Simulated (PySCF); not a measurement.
# NMR shielding calculation of C4H11GaO

C4H11GaO, computed with GIAO B3LYP/pcSseg-1 NMR shielding, non-relativistic, gas phase (PySCF 2.14.0).

The geometry comes from this level: PBE0-D3(BJ)/def2-SVP. Figures and captions count atoms from 1; the log counts them from 0 in places.

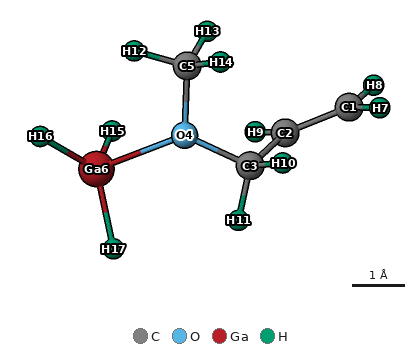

Fig. 1: The input geometry (ball-and-stick view, seen at a tilt; atoms are numbered from 1 in the order of the input). Sticks mark near contacts. Bond lengths as drawn: C–C 1.33 to 1.49 Å, C–H 1.09 to 1.10 Å, C–O 1.42 to 1.43 Å, Ga–H 1.58 Å and Ga–O 2.13 Å.

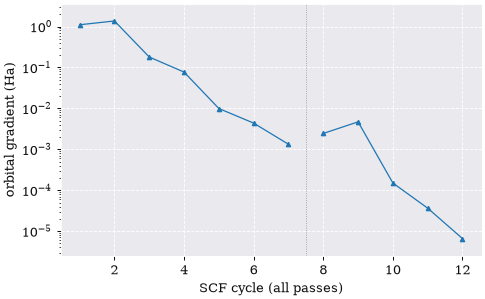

Fig. 2: Convergence of the self-consistent field: orbital gradient against the SCF cycle. The dotted line marks the change from a coarse to the final integration grid. The first 7 cycles use a coarse grid, the final grid takes over at cycle 8, and the field converges after 12 cycles in all.

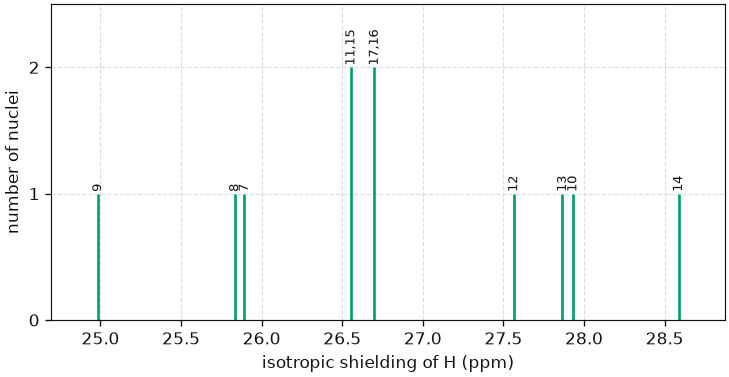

Fig. 3: Isotropic shieldings of the hydrogen nuclei in this fixed geometry, labelled by atom number; shielding grows to the right, so chemical shift grows to the left. The least shielded is H9 (25.0 ppm), the most shielded H14 (28.6 ppm).

The input and output of the run follow.

The input
```
{"job": {"kind": "nmr", "xc": "B3LYP", "basis": "pcSseg-1", "pop": false}, "charge": 0, "multiplicity": 1}
C      1.175594     1.244189    -2.274362
C      0.660689     0.183241    -1.653285
C      0.174505     0.201237    -0.240655
O     -1.168978    -0.262699    -0.111508
C     -2.147939     0.559347    -0.719809
Ga    -1.517651    -2.360560    -0.003069
H      1.251551     2.216969    -1.776493
H      1.553693     1.180159    -3.297848
H      0.591036    -0.782969    -2.167400
H      0.240727     1.214471     0.193206
H      0.765770    -0.483885     0.385981
H     -3.125643     0.128595    -0.471744
H     -2.019840     0.591517    -1.813513
H     -2.080776     1.581846    -0.313498
H     -1.280159    -2.722567    -1.526975
H     -3.007109    -2.274310     0.513062
H     -0.348614    -2.669568     1.014463
```

The first line tells a small driver script what to run in PySCF; the rest is the geometry in Å.

Output
```
coarse grid: 60512 points
cycle   1  E = -2158.7945423831  dE = -1.899e-01  |g| = 1.103e+00  |ddm| = 3.527e+00
cycle   2  E = -2158.7023781226  dE =  9.216e-02  |g| = 1.365e+00  |ddm| = 1.143e+00
cycle   3  E = -2158.9011223615  dE = -1.987e-01  |g| = 1.797e-01  |ddm| = 7.765e-01
cycle   4  E = -2158.9059272607  dE = -4.805e-03  |g| = 7.701e-02  |ddm| = 1.467e-01
cycle   5  E = -2158.9067844839  dE = -8.572e-04  |g| = 9.916e-03  |ddm| = 5.458e-02
cycle   6  E = -2158.9067992248  dE = -1.474e-05  |g| = 4.360e-03  |ddm| = 1.136e-02
cycle   7  E = -2158.9068037601  dE = -4.535e-06  |g| = 1.327e-03  |ddm| = 4.091e-03
final grid: 128424 points
cycle   8  E = -2158.9068197716  dE =  1.020e-06  |g| = 2.438e-03  |ddm| = 3.141e-03
cycle   9  E = -2158.9068156322  dE =  4.139e-06  |g| = 4.683e-03  |ddm| = 5.061e-03
cycle  10  E = -2158.9068212905  dE = -5.658e-06  |g| = 1.497e-04  |ddm| = 3.382e-03
cycle  11  E = -2158.9068212949  dE = -4.396e-09  |g| = 3.645e-05  |ddm| = 1.359e-04
cycle  12  E = -2158.9068212951  dE = -1.860e-10  |g| = 6.581e-06  |ddm| = 2.347e-05
converged SCF energy = -2158.9068212951

GIAO shielding tensors (ppm)
atom      isotropic    diamagn.    paramagn.     s11        s22        s33       span
  0 C       49.370     253.999    -204.628    -69.495     65.036    152.570    222.065
  1 C       37.025     258.641    -221.616    -83.909     43.037    151.946    235.855
  2 C       98.989     247.657    -148.667     71.030     85.204    140.734     69.704
  3 O      308.409     400.861     -92.451    276.102    299.863    349.264     73.162
  4 C      119.889     244.602    -124.713     84.701     99.653    175.313     90.612
  5 Ga    1407.530    2638.706   -1231.176   1298.681   1387.688   1536.220    237.539
  6 H       25.892      31.569      -5.677     22.214     25.650     29.812      7.598
  7 H       25.832      27.958      -2.126     22.646     25.075     29.776      7.130
  8 H       24.984      32.267      -7.284     21.831     23.796     29.323      7.492
  9 H       27.931      33.836      -5.906     23.753     27.252     32.787      9.035
 10 H       26.543      32.389      -5.845     22.400     26.935     30.295      7.896
 11 H       27.564      29.148      -1.584     22.816     26.855     33.020     10.204
 12 H       27.866      29.615      -1.749     24.275     26.275     33.049      8.774
 13 H       28.586      30.065      -1.479     25.209     25.495     35.055      9.846
 14 H       26.565      29.647      -3.082     20.044     24.584     35.065     15.021
 15 H       26.707      29.402      -2.694     20.146     24.120     35.855     15.709
 16 H       26.691      29.809      -3.117     20.279     24.246     35.549     15.270
```

Key numbers

- outcome: converged
- total energy: −2158.906821 hartree
- HOMO: −7.35 eV
- LUMO: −0.84 eV
- dipole moment: 4.57 D
- isotropic shielding, C: 37.0 to 119.9 ppm
- isotropic shielding, O: 308.4 ppm
- isotropic shielding, Ga: 1407.5 ppm
- isotropic shielding, H: 25.0 to 28.6 ppm
- hardware: 1 CPU thread, shared host
- wall time: 39 s
- peak memory: 0.79 GiB

Remarks

Spin–orbit coupling is left out, which matters for the heavy atoms.
